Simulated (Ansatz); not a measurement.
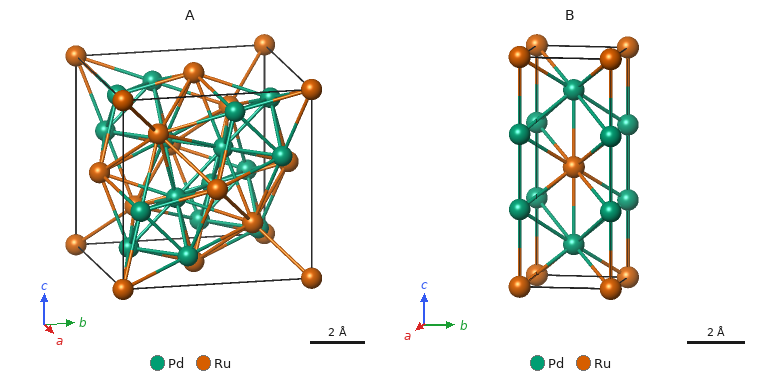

Two structures of Pd$_{2}$Ru, each relaxed to rest (conventional cells in solid outline, small ones repeated, not to one scale). Method: Ansatz 0.2.0, DFT PBE, scalar-relativistic, plane waves, PAW, without spin polarisation.

Name structures A and B.

A: cubic Laves phase (C15, MgCu₂ type), Fd-3m. B: 6 atoms a cell on a body-centred tetragonal lattice, I4/mmm.

A or B: which is lower in energy?

B is lower, by 334 meV/atom at this level of theory (energies at zero smearing). Volumes: A 15.6, B 14.9 Å³/atom.

One or both may be structure types tried for this composition rather than known phases.
